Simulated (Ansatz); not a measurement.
**CH4ClGe (SMILES [CH3][GeH][Cl]) at UCCSD(T)/def2-SVP**

What is the vertical ionisation energy of CH4ClGe at UCCSD(T)/def2-SVP? 

The results are computed with Ansatz 0.2.0.

68 further runs of the same task are left out: 68 set aside as unsound or not needed.

### Step 1. The structure to begin with

The species is CH4ClGe (7 atoms), meant as a doublet with charge 0. SMILES: `[CH3][GeH][Cl]`. Geometry: relaxed at PBE0-D4/def2-TZVP.

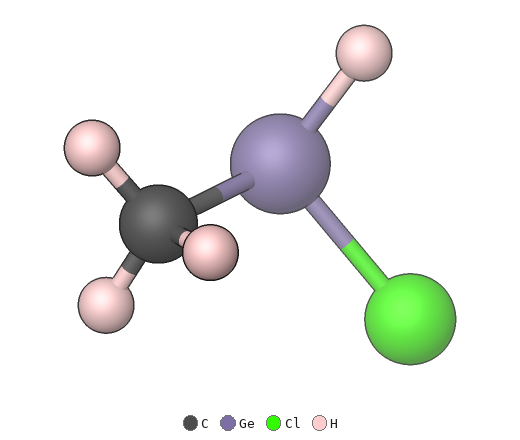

The structure, seen from a chosen angle (carbon dark grey, germanium purple, chlorine green, hydrogen pink).

### Step 2. The energy at UCCSD(T)/def2-SVP

molecule.yaml

```yaml
basis:
  gaussian:
    orbitals: def2-SVP
crystal:
  periodic: [false, false, false]
  atoms:
    - symbol: C
      position_ang: [-0.733100, 0.438400, -0.261900]
    - symbol: Ge
      position_ang: [0.705400, -0.885500, -0.183100]
    - symbol: Cl
      position_ang: [1.017000, -1.361700, 1.909500]
    - symbol: H
      position_ang: [-0.433400, 1.314500, 0.317300]
    - symbol: H
      position_ang: [-1.646200, 0.021400, 0.160800]
    - symbol: H
      position_ang: [-0.909900, 0.729400, -1.298200]
    - symbol: H
      position_ang: [2.061400, -0.324500, -0.690100]
magnetization:
  spin_polarized: true
  initial_magnetization: 1
scf:
  omitted_lower_state_checks: [cluster_reference, increment]
accuracy: high
correlation:
  method: ccsd_t
  frozen_orbitals: {C: 1, Cl: 5, Ge: 9, H: 0}
```

Command:

```console
$ ansatz run molecule.yaml --threads 1 --pin off --max-ram 3480MiB --events-out events.jsonl --progress --plain --runs-dir runs
```

The log of the run:

```text
Warning: RAYON_NUM_THREADS=1 ignored (pool sized by the plan → 1); use --threads N
Functional definition: HF
  name "HF"
  exchange = exact_x
  correlation = 0
these checks for a lower state are left out or cut short: cluster_reference, increment
1779 factors; integrals over basis functions are off by at most 4.7e-9 eV
mean field evaluation 1: about -70057.7971 eV, gradient 1.6e1 eV
mean field evaluation 2: about -70057.8319 eV, gradient 1.6e1 eV
mean field evaluation 4: about -70059.6060 eV, gradient 2.1e0 eV
mean field evaluation 8: about -70059.6574 eV, gradient 2.6e-3 eV
mean field -70059.65735384 eV, -2574.6449196123 hartree, gradient 1.6e-8 eV, S^2 0.753627; 0 other end points of the search recorded, 0 dependent functions left out
15 core orbitals not correlated: weight in the atoms' cores, before any rotation towards them, 1.000 or more for the frozen orbitals, at most 0.000 for the correlated occupied ones
reference -70059.65735384 eV, -2574.6449196123 hartree; 15, 14 occupied and 54, 55 virtual orbitals, 1779 factors
second order -13.32539238 eV of doubles, -0.00000000 eV of singles
cycle   1  -13.70603709 eV  change   -3.8e-1 eV  update   8.0e-2
cycle   2  -14.09519730 eV  change   -3.9e-1 eV  update   2.5e-2
cycle   3  -14.15158867 eV  change   -5.6e-2 eV  update   1.2e-2
cycle   4  -14.14947888 eV  change    2.1e-3 eV  update   3.7e-3
cycle   5  -14.14925789 eV  change    2.2e-4 eV  update   1.7e-3
cycle   6  -14.14871409 eV  change    5.4e-4 eV  update   6.9e-4
cycle   7  -14.14896125 eV  change   -2.5e-4 eV  update   2.6e-4
cycle   8  -14.14898117 eV  change   -2.0e-5 eV  update   7.6e-5
cycle   9  -14.14897457 eV  change    6.6e-6 eV  update   2.8e-5
cycle  10  -14.14896992 eV  change    4.7e-6 eV  update   1.0e-5
cycle  11  -14.14897381 eV  change   -3.9e-6 eV  update   4.4e-6
cycle  12  -14.14897300 eV  change    8.2e-7 eV  update   1.8e-6
cycle  13  -14.14897411 eV  change   -1.1e-6 eV  update   6.9e-7
cycle  14  -14.14897361 eV  change    5.0e-7 eV  update   3.3e-7
cycle  15  -14.14897350 eV  change    1.1e-7 eV  update   1.3e-7
cycle  16  -14.14897348 eV  change    2.0e-8 eV  update   5.4e-8
cycle  17  -14.14897347 eV  change    8.1e-9 eV  update   3.0e-8
cycle  18  -14.14897347 eV  change  -7.5e-10 eV  update   2.0e-8
cycle  19  -14.14897368 eV  change   -2.1e-7 eV  update   8.1e-8
cycle  20  -14.14897366 eV  change    2.8e-8 eV  update   2.0e-8
cycle  21  -14.14897367 eV  change   -1.0e-8 eV  update   5.7e-9
cycle  22  -14.14897366 eV  change    2.7e-9 eV  update   2.5e-9
perturbative correction -0.37632752 eV, -0.0138297812 hartree
Total energy: -70074.18265502 eV, -2575.1787145851 hartree
Checks for a lower state left out: cluster_reference, increment
```

It took 61 s on 1 thread of Arm Neoverse V1, shared host; peak memory 0.74 GiB.

### Step 3. The singlet cation, same level

input.yaml

```yaml
crystal:
  periodic: [false, false, false]
  atoms:
    - {symbol: C, position_ang: [-0.733100, 0.438400, -0.261900]}
    - {symbol: Ge, position_ang: [0.705400, -0.885500, -0.183100]}
    - {symbol: Cl, position_ang: [1.017000, -1.361700, 1.909500]}
    - {symbol: H, position_ang: [-0.433400, 1.314500, 0.317300]}
    - {symbol: H, position_ang: [-1.646200, 0.021400, 0.160800]}
    - {symbol: H, position_ang: [-0.909900, 0.729400, -1.298200]}
    - {symbol: H, position_ang: [2.061400, -0.324500, -0.690100]}
basis:
  gaussian:
    orbitals: def2-SVP
total_charge: 1
correlation:
  method: ccsd_t
  frozen_orbitals: {C: 1, Cl: 5, Ge: 9, H: 0}
accuracy: high
scf:
  omitted_lower_state_checks: [cluster_reference, increment]
```

Command:

```console
$ ansatz run input.yaml --threads 1 --pin off --max-ram 3480MiB --events-out events.jsonl --progress --plain --runs-dir runs
```

The log of the run:

```text
Warning: RAYON_NUM_THREADS=1 ignored (pool sized by the plan → 1); use --threads N
[... 4 set-up lines as earlier in the session ...]
these checks for a lower state are left out or cut short: cluster_reference, increment
1778 factors; integrals over basis functions are off by at most 4.7e-9 eV
mean field evaluation 1: about -70047.5680 eV, gradient 3.5e1 eV
mean field evaluation 2: about -70047.6056 eV, gradient 3.5e1 eV
mean field evaluation 4: about -70051.3819 eV, gradient 3.0e0 eV
mean field evaluation 8: about -70051.4266 eV, gradient 1.1e-1 eV
mean field -70051.42674770 eV, -2574.3424504155 hartree, gradient 5.6e-8 eV, S^2 0.000000; 0 other end points of the search recorded, 0 dependent functions left out
15 core orbitals not correlated: weight in the atoms' cores, before any rotation towards them, 1.000 or more for the frozen orbitals, at most 0.000 for the correlated occupied ones
reference -70051.42674770 eV, -2574.3424504155 hartree; 14, 14 occupied and 55, 55 virtual orbitals, 1778 factors
second order -13.35443671 eV of doubles, -0.00000000 eV of singles
cycle   1  -13.67860115 eV  change   -3.2e-1 eV  update   9.7e-2
cycle   2  -14.09638932 eV  change   -4.2e-1 eV  update   3.2e-2
cycle   3  -14.18796952 eV  change   -9.2e-2 eV  update   2.2e-2
cycle   4  -14.17601755 eV  change    1.2e-2 eV  update   8.6e-3
cycle   5  -14.17561428 eV  change    4.0e-4 eV  update   5.5e-3
cycle   6  -14.17615605 eV  change   -5.4e-4 eV  update   2.1e-3
cycle   7  -14.17602618 eV  change    1.3e-4 eV  update   6.5e-4
cycle   8  -14.17639680 eV  change   -3.7e-4 eV  update   2.2e-4
cycle   9  -14.17639088 eV  change    5.9e-6 eV  update   8.9e-5
cycle  10  -14.17635710 eV  change    3.4e-5 eV  update   3.6e-5
cycle  11  -14.17638251 eV  change   -2.5e-5 eV  update   1.9e-5
cycle  12  -14.17637970 eV  change    2.8e-6 eV  update   9.1e-6
cycle  13  -14.17638836 eV  change   -8.7e-6 eV  update   4.8e-6
cycle  14  -14.17638560 eV  change    2.8e-6 eV  update   2.5e-6
cycle  15  -14.17638297 eV  change    2.6e-6 eV  update   1.2e-6
cycle  16  -14.17638348 eV  change   -5.1e-7 eV  update   5.9e-7
cycle  17  -14.17638347 eV  change    1.3e-8 eV  update   2.9e-7
cycle  18  -14.17638356 eV  change   -9.5e-8 eV  update   1.1e-7
cycle  19  -14.17638361 eV  change   -4.5e-8 eV  update   5.6e-8
cycle  20  -14.17638359 eV  change    1.6e-8 eV  update   3.5e-8
cycle  21  -14.17638380 eV  change   -2.0e-7 eV  update   1.1e-7
cycle  22  -14.17638378 eV  change    1.8e-8 eV  update   2.8e-8
cycle  23  -14.17638378 eV  change   -5.7e-9 eV  update   1.1e-8
cycle  24  -14.17638378 eV  change    1.3e-9 eV  update   4.4e-9
cycle  25  -14.17638378 eV  change    1.5e-9 eV  update   1.8e-9
perturbative correction -0.44275808 eV, -0.0162710594 hartree
Total energy: -70066.04588956 eV, -2574.8796939698 hartree
Checks for a lower state left out: cluster_reference, increment
```

Wall time 18 s (1 thread of Arm Neoverse V1, shared host); peak memory 0.41 GiB.

### Step 4. Results

At UCCSD(T)/def2-SVP, 15 core orbitals frozen:

```
                                                     quantity           value
                                doublet CH4ClGe: total energy  -2575.17871 Eh
doublet CH4ClGe: correlation energy (15 core orbitals frozen)      -533.8 mEh
                              doublet CH4ClGe: (T) correction      -13.83 mEh
           doublet CH4ClGe: ⟨S²⟩ of the reference determinant           0.754
                               doublet CH4ClGe: T1 diagnostic           0.011
                                 singlet cation: total energy  -2574.87969 Eh
 singlet cation: correlation energy (15 core orbitals frozen)      -537.2 mEh
                               singlet cation: (T) correction      -16.27 mEh
                                singlet cation: T1 diagnostic           0.017
           vertical ionisation energy (to the singlet cation)        8.137 eV
```

Removing an electron at fixed nuclei costs 8.14 eV (785 kJ/mol). Only the singlet of the ionised species was computed; a triplet could lie lower. The triples (doublet CH4ClGe) make up 2.6 % of the correlation energy. The triples (singlet cation) make up 3.0 % of the correlation energy.
